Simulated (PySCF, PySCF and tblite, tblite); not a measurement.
# C7H5NO: a path driven as rotation about a bond, and NMR exchange, part 1 of 2

How fast is rotation about a bond in C7H5NO (`C#CC(C#C)=CNC=O`), and when do the exchanging lines merge?

Computed with tblite 0.8.0 (tight binding) and PySCF 2.14.0 (DFT, with response routines of our own); each step states its level. Atoms count from 0 throughout.

## 1. The starting structure

14 atoms, charge 0, multiplicity 1; geometry from: force field or distance geometry start.

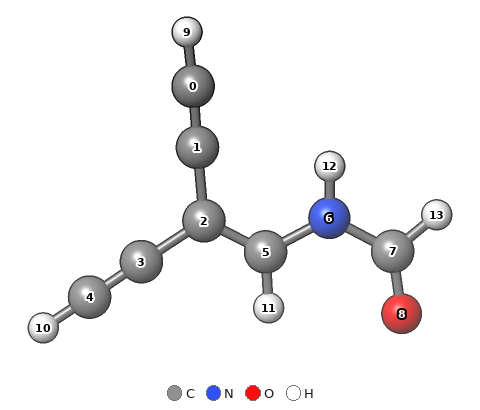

The starting geometry (carbon grey, nitrogen blue, oxygen red, hydrogen white), atoms numbered.

## 2. GFN2-xTB relaxation, start minimum

The job: settings as JSON, then the geometry in Å.

```
{"job": {"xc": "GFN2-xTB", "basis": "xTB", "kind": "relax"}, "charge": 0, "multiplicity": 1}
C     -0.395100     2.809500    -0.209400
C     -0.600600     1.633100    -0.151300
C     -0.825000     0.218300    -0.059200
C     -2.174300    -0.264800    -0.114400
C     -3.301500    -0.687900    -0.135000
C      0.171100    -0.659600     0.050000
N      1.511600    -0.318300     0.102300
C      2.527700    -1.242700     0.228500
O      2.400300    -2.464900     0.298100
H     -0.252700     3.863600    -0.264600
H     -4.302800    -1.055100    -0.176600
H     -0.035200    -1.731000     0.112900
H      1.760900     0.660000     0.066100
H      3.515000    -0.760700     0.245500
```

The run is started by

```console
> OMP_NUM_THREADS=1 python ens_run.py task.json out
```

The driver reads the study from task.json and runs its stages one after another.

Log:

```text
step      E/eV     max force
  0    -662.88723    2.208
  1    -662.88419    2.959
  2    -662.94787    1.281
  3    -662.94798    1.151
  4    -662.96382    0.211
  5    -662.96701    0.309
  6    -662.97006    0.565
  7    -662.97240    0.214
  8    -662.97368    0.120
  9    -662.97462    0.087
 10    -662.97568    0.126
 11    -662.97624    0.080
 12    -662.97680    0.067
 13    -662.97738    0.080
 14    -662.97789    0.073
 15    -662.97816    0.042
 16    -662.97832    0.036
 17    -662.97851    0.054
 18    -662.97881    0.083
 19    -662.97923    0.097
 20    -662.97970    0.076
 21    -662.98010    0.048
 22    -662.98044    0.061
 23    -662.98078    0.066
 24    -662.98116    0.076
 25    -662.98156    0.065
 26    -662.98191    0.055
 27    -662.98222    0.044
 28    -662.98248    0.046
 29    -662.98267    0.044
 30    -662.98281    0.037
 31    -662.98296    0.036
 32    -662.98315    0.043
 33    -662.98339    0.047
 34    -662.98358    0.040
 35    -662.98369    0.032
 36    -662.98377    0.031
 37    -662.98385    0.030
 38    -662.98394    0.027
 39    -662.98400    0.017
 40    -662.98403    0.014
 41    -662.98405    0.010
 42    -662.98406    0.007
 43    -662.98406    0.003
```

Run time: 0.21 s. Hardware: 1 thread of Arm Neoverse V2, shared host.

The energy fell by 0.097 eV, and the atoms moved 0.08 Å (root mean square).

## 3. Relaxed scan, rotation

The job: settings as JSON, then the geometry in Å.

```
{"job": {"xc": "GFN2-xTB", "basis": "xTB", "coordinate": [["t", [2, 5, 6, 7], 0.25], ["t", [2, 5, 6, 12], 0.25], ["t", [11, 5, 6, 7], 0.25], ["t", [11, 5, 6, 12], 0.25]], "kind": "drive"}, "charge": 0, "multiplicity": 1}
C     -0.420568     2.740698    -0.204604
C     -0.608487     1.556350    -0.136479
C     -0.823196     0.156714    -0.056907
C     -2.171351    -0.271994    -0.105817
C     -3.327894    -0.590377    -0.151215
C      0.194696    -0.719747     0.058148
N      1.518251    -0.331729     0.107555
C      2.549829    -1.210062     0.224121
O      2.437624    -2.405280     0.296094
H     -0.274365     3.777695    -0.265264
H     -4.332321    -0.889908    -0.188960
H      0.033081    -1.785095     0.118237
H      1.699291     0.662566     0.052449
H      3.524732    -0.690305     0.245595
```

Log:

```text
point  coordinate     E/eV
  0    104.500     -662.95605
  1    119.100     -662.88006
  2    134.000     -662.77453
  3    149.100     -662.66799
  4    164.500     -662.59038
  5    180.000     -662.56803
  6    195.300     -662.59316
  7    210.500     -662.64870
  8    225.300     -662.70150
  9    239.900     -662.71838
 10    254.600     -662.69200
 11    270.000     -662.66333
```

It took 2.7 s on 1 thread of Arm Neoverse V2, shared host.

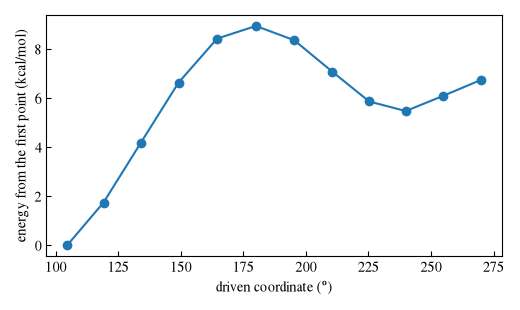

Energy along the scan.

## 4. Nudged elastic band, leg 1

Changed since step 3:

```diff
@@ -1,2 +1,2 @@
-{"job": {"xc": "GFN2-xTB", "basis": "xTB", "coordinate": [["t", [2, 5, 6, 7], 0.25], ["t", [2, 5, 6, 12], 0.25], ["t", [11, 5, 6, 7], 0.25], ["t", [11, 5, 6, 12], 0.25]], "kind": "drive"}, "charge": 0, "multiplicity": 1}
+{"job": {"xc": "GFN2-xTB", "basis": "xTB", "kind": "neb"}, "charge": 0, "multiplicity": 1}
 C     -0.420568     2.740698    -0.204604
```

Log:

```text
image   E - E0 / eV
  0       0.0000
  1       0.0665
  2       0.2244
  3       0.3865
  4       0.4069
  5       0.3101
  6       0.2641
```

It took 1.9 s on 1 thread of Arm Neoverse V2, shared host; peak memory 0.2 GiB.

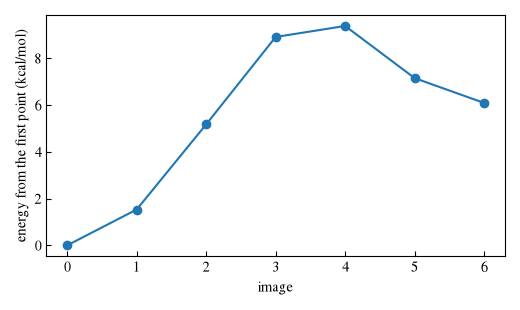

Energy along the band.

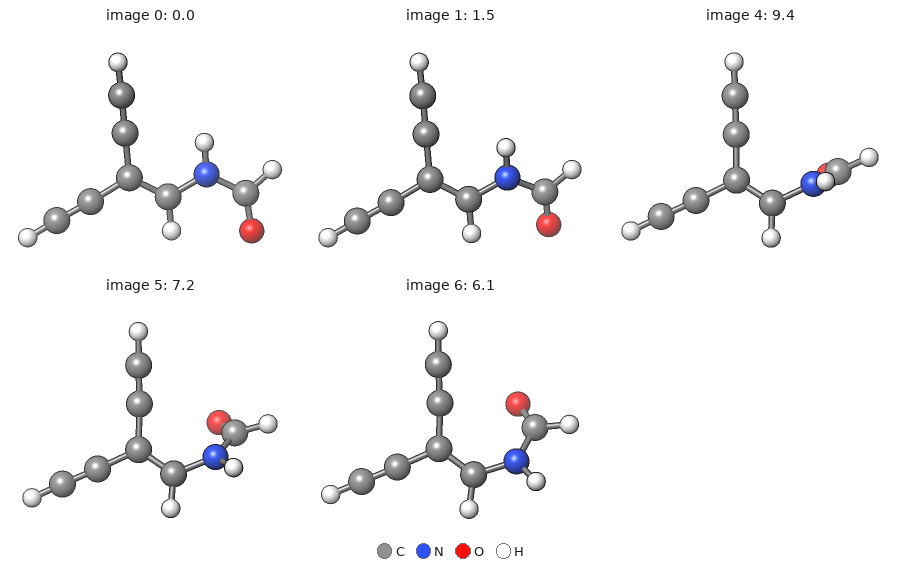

Images along the band, with energies in kcal/mol.

## 5. Saddle search, leg 1

The job: settings as JSON, then the geometry in Å.

```
{"job": {"xc": "GFN2-xTB", "basis": "xTB", "kind": "saddle"}, "charge": 0, "multiplicity": 1}
C     -0.139614     2.433313    -0.720893
C     -0.416343     1.314360    -0.387493
C     -0.775610     0.020527     0.067825
C     -2.141783    -0.326739    -0.089603
C     -3.305153    -0.582278    -0.235784
C      0.096978    -0.810607     0.658849
N      1.472531    -0.507046     0.791290
C      2.358829    -0.666086    -0.217802
O      2.102598    -1.071619    -1.319132
H      0.103071     3.407641    -1.024714
H     -4.318833    -0.823763    -0.357826
H     -0.225831    -1.774398     1.034479
H      1.807687    -0.233320     1.702878
H      3.381475    -0.379985     0.097925
```

Log:

```text
step      E/eV     max force
  0    -662.57721   0.0476
  1    -662.57045   0.1624
  2    -662.57486   0.0588
  3    -662.57267   0.0399
  4    -662.56974   0.0797
  5    -662.57147   0.0254
  6    -662.57015   0.0257
  7    -662.56868   0.0586
  8    -662.56952   0.0177
  9    -662.56881   0.0215
 10    -662.56839   0.0236
 11    -662.56832   0.0070
 12    -662.56832   0.0000
lowest wavenumbers (cm-1): -119.1 79.4 91.8 117.1 174.8 200.6
```

Run time: 2.5 s. Hardware: 1 thread of Arm Neoverse V2, shared host; peak memory 0.2 GiB.

Point group C1; 1 imaginary mode, 119i cm⁻¹, carried by O8, H12, C1. Steps downhill from it reached both ends.

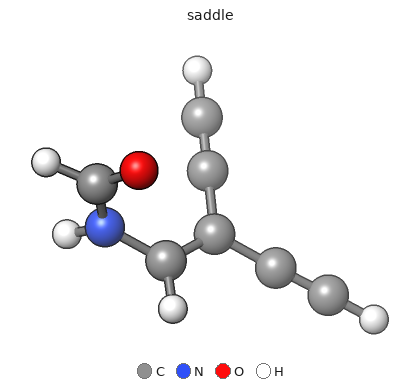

The saddle point.

## 6. Saddle search, other pyramid

The job: settings as JSON, then the geometry in Å.

```
{"job": {"xc": "GFN2-xTB", "basis": "xTB", "kind": "saddle"}, "charge": 0, "multiplicity": 1}
C     -0.134996     2.439679    -0.682042
C     -0.432624     1.332157    -0.328859
C     -0.790855     0.025204     0.090168
C     -2.156084    -0.321860    -0.071168
C     -3.318644    -0.578831    -0.220507
C      0.098468    -0.829176     0.618998
N      1.468076    -0.499466     0.772247
C      1.960765     0.046276     1.905962
O      1.318463     0.340488     2.877956
H      0.125915     3.404996    -0.999386
H     -4.331349    -0.820475    -0.349561
H     -0.196936    -1.828095     0.915970
H      2.096589    -0.736753     0.019232
H      3.053936     0.208047     1.831672
```

Log:

```text
step      E/eV     max force
  0    -662.56328   0.2438
  1    -662.56815   0.1074
  2    -662.56833   0.0178
  3    -662.56832   0.0051
  4    -662.56832   0.0071
  5    -662.56832   0.0014
lowest wavenumbers (cm-1): -119.1 79.4 91.8 117.1 174.8 200.5
```

Wall time 1.5 s (1 thread of Arm Neoverse V2, shared host); peak memory 0.2 GiB.

Point group C1; 1 imaginary mode, 119i cm⁻¹, carried by O8, H12, C1. It was not shown to link both ends.

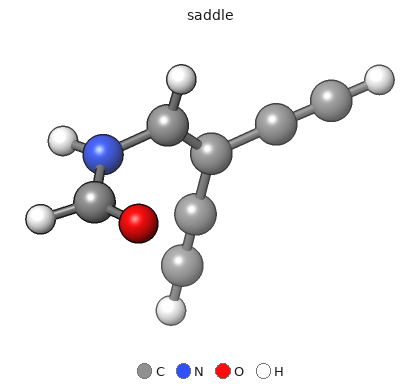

The saddle point.

## 7. Shieldings, start: PBE0/pcSseg-1

The job: settings as JSON, then the geometry in Å.

```
{"job": {"kind": "nmr", "xc": "PBE0", "basis": "pcSseg-1", "pop": false}, "charge": 0, "multiplicity": 1}
C     -0.420568     2.740698    -0.204604
C     -0.608487     1.556350    -0.136479
C     -0.823196     0.156714    -0.056907
C     -2.171351    -0.271994    -0.105817
C     -3.327894    -0.590377    -0.151215
C      0.194696    -0.719747     0.058148
N      1.518251    -0.331729     0.107555
C      2.549829    -1.210062     0.224121
O      2.437624    -2.405280     0.296094
H     -0.274365     3.777695    -0.265264
H     -4.332321    -0.889908    -0.188960
H      0.033081    -1.785095     0.118237
H      1.699291     0.662566     0.052449
H      3.524732    -0.690305     0.245595
```

Log:

```text
coarse grid: 12856 points
cycle   1  E = -398.8364246811  dE =  1.769e+00  |g| = 8.922e-01  |ddm| = 3.892e+00
cycle   2  E = -398.2502859065  dE =  5.861e-01  |g| = 1.908e+00  |ddm| = 2.793e+00
cycle   3  E = -398.9986220302  dE = -7.483e-01  |g| = 1.925e-01  |ddm| = 2.078e+00
cycle   4  E = -399.0056947872  dE = -7.073e-03  |g| = 9.170e-02  |ddm| = 2.694e-01
cycle   5  E = -399.0069905940  dE = -1.296e-03  |g| = 5.384e-02  |ddm| = 9.917e-02
cycle   6  E = -399.0076195011  dE = -6.289e-04  |g| = 1.444e-02  |ddm| = 4.849e-02
cycle   7  E = -399.0076698115  dE = -5.031e-05  |g| = 3.458e-03  |ddm| = 1.318e-02
cycle   8  E = -399.0076721587  dE = -2.347e-06  |g| = 9.607e-04  |ddm| = 3.003e-03
final grid: 127520 points
cycle   9  E = -399.0718600124  dE = -2.369e-05  |g| = 1.134e-02  |ddm| = 8.212e-02
cycle  10  E = -399.0717882319  dE =  7.178e-05  |g| = 2.247e-02  |ddm| = 2.514e-02
cycle  11  E = -399.0718848204  dE = -9.659e-05  |g| = 1.906e-03  |ddm| = 1.747e-02
cycle  12  E = -399.0718855896  dE = -7.692e-07  |g| = 6.347e-04  |ddm| = 2.166e-03
cycle  13  E = -399.0718856776  dE = -8.802e-08  |g| = 2.262e-04  |ddm| = 6.441e-04
cycle  14  E = -399.0718856903  dE = -1.272e-08  |g| = 5.524e-05  |ddm| = 2.369e-04
cycle  15  E = -399.0718856911  dE = -7.180e-10  |g| = 1.829e-05  |ddm| = 7.367e-05
converged SCF energy = -399.0718856911

GIAO shielding tensors (ppm)
atom      isotropic    diamagn.    paramagn.     s11        s22        s33       span
  0 C       91.405     257.715    -166.310     29.730     50.413    194.072    164.342
  1 C      106.062     249.234    -143.171      3.634     13.837    300.715    297.081
  2 C       98.994     257.357    -158.363     25.304    116.469    155.208    129.904
  3 C      103.511     245.545    -142.035      3.892      8.258    298.382    294.490
  4 C       98.738     258.298    -159.560     34.355     49.456    212.402    178.048
  5 C       39.856     251.709    -211.853    -85.179     49.570    155.178    240.357
  6 N       94.838     329.648    -234.810    -27.401    155.817    156.098    183.499
  7 C       28.594     240.817    -212.223    -71.765     63.805     93.741    165.506
  8 O     -122.512     399.452    -521.964   -468.015   -252.555    353.033    821.049
  9 H       28.528      33.349      -4.821     24.646     25.099     35.839     11.193
 10 H       29.044      33.546      -4.501     24.846     25.078     37.209     12.362
 11 H       23.673      31.777      -8.105     20.523     21.832     28.663      8.141
 12 H       24.352      34.274      -9.922     19.981     24.041     29.035      9.055
 13 H       23.491      24.267      -0.776     19.381     23.894     27.199      7.818
```

Run time: 17 s. Hardware: 1 thread of Arm Neoverse V2, shared host; peak memory 0.81 GiB.

Key values: HOMO -6.61 eV, LUMO -1.71 eV; dipole 3.05 D.

(Continued in part 2 of 2.)
